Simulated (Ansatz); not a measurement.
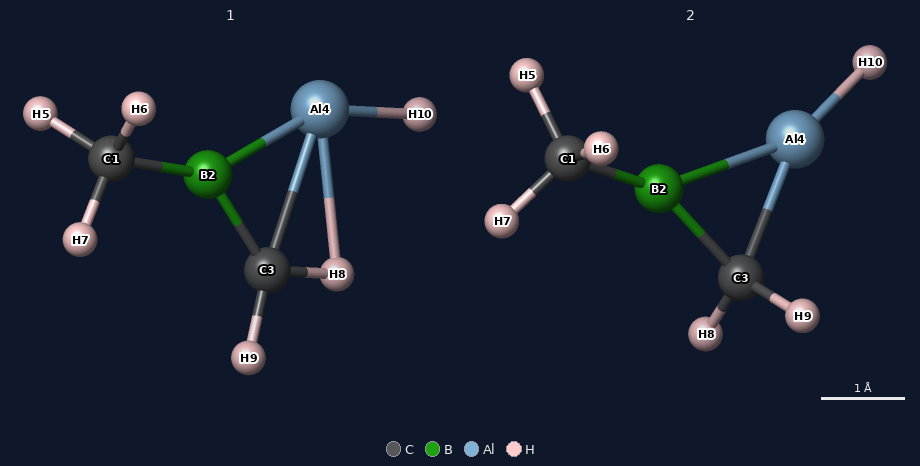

Two geometries of C2H6AlB (coarse preliminary run), drawn at one scale. One is the start of a relaxation, the other its converged end. A ball-and-stick model, seen from a free direction.

Theory: Ansatz, RKS PBE-D4/def2-SVP. (force threshold 0.03 eV/Å; at most 200 steps)

**Which geometry has the lower energy?**

Structure 1 is the relaxed one. The start comes from a force field. The largest moves after the best rigid fit, 1.32 Å, are those of H8 and H9. Largest moves by element: H 1.32 Å, Al 0.44 Å, B 0.20 Å, C 0.20 Å. Among the contacts that change: Al4–H8 2.583 → 2.000 Å, B2–Al4 2.220 → 1.993 Å, C3–Al4 1.945 → 2.144 Å, B2–C3 1.586 → 1.480 Å. Among the angles between lasting bonds that change: Al4–C3–H9 112.8° → 172.9°, Al4–C3–H8 114.1° → 67.2°, C3–Al4–H10 157.9° → 112.8°. Groups turn about C1–B2 by about 35°. After 16 geometry steps the energy has fallen by 1.536 eV. Largest force component: 2.8 eV/Å at the start, 0.013 eV/Å at the end. Cost: 27 s on 2 threads of Arm Neoverse V1 (shared host).
